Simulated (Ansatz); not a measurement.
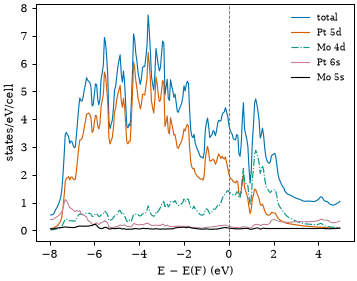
Fig. 1. Total and projected density of states of MoPt3 in space group Pmm2 (No. 25; Mo on 1a, Pt on 1d, Pt on 1c, Pt on 1b), plane-wave PAW r²SCAN (Ansatz code)

Question: Which orbitals carry the states next to the Fermi level?

Answer: Within 0.5 eV of the Fermi level: Pt 5d 58 %, Mo 4d 33 %. Projections are on Löwdin-orthogonalised atomic valence shells; empty p or d shells of many metals are not among them.

Question: Where is the tallest occupied peak in this window, and what makes it?

Answer: Near -3.6 eV, about 7.7 states/eV per cell; the largest projected share is Pt 5d.

The workflow started from a Materials Project entry (that database holds measured and hypothetical structures alike); the Crystallography Open Database copy checked does not list it. With Mo and Pt taken as one species the cell has the higher symmetry P6_3/mmc, so it may be an ordered model of a mixed-site phase. Whether it is the stable phase at ambient conditions was not checked. The r²SCAN relaxation kept the symmetry of its start; whether a distortion lowers the energy is not shown. No spin polarisation was allowed. Spin–orbit coupling is left out wherever it is not named.

Potentials: the later of the program's two PAW sets.
